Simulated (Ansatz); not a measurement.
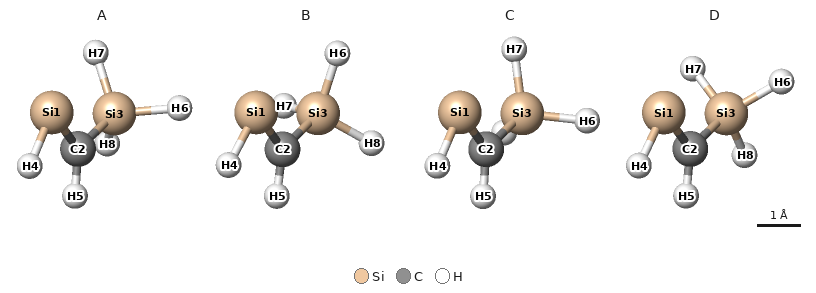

4 geometries from a converged minimum-energy path of CH5Si2 (charge −1), shuffled. A ball-and-stick model, seen from a free direction.

Theory: Ansatz 0.2.0, RKS B3LYP-D4/def2-SVP. Settings: 7 movable images; climbing image; force threshold 0.03 eV/Å; iteration limit 60; starting path through a guess of the saddle point.

One of them is the converged climbing image. Which?

D. In order along the path, whose images run from 0 to 8: B (image 1, +1.2 kJ/mol), D (image 4, +8.7 kJ/mol), A (image 6, +4.3 kJ/mol), C (image 7, +1.3 kJ/mol). The motion is a rotation about the C2–Si3 bond by about 120°. No bond forms or breaks between the ends. Bond angles that change up to the highest image, for instance: C2–Si3–H6 112.6° → 117.2°, C2–Si3–H8 116.5° → 112.7°.

Limits of the set-up: the basis has no diffuse functions, which an anion needs.

Cost: 97 s on 1 thread of Intel(R) Xeon(R) 6975P-C (Granite Rapids) (shared host), peak memory 0.15 GiB.
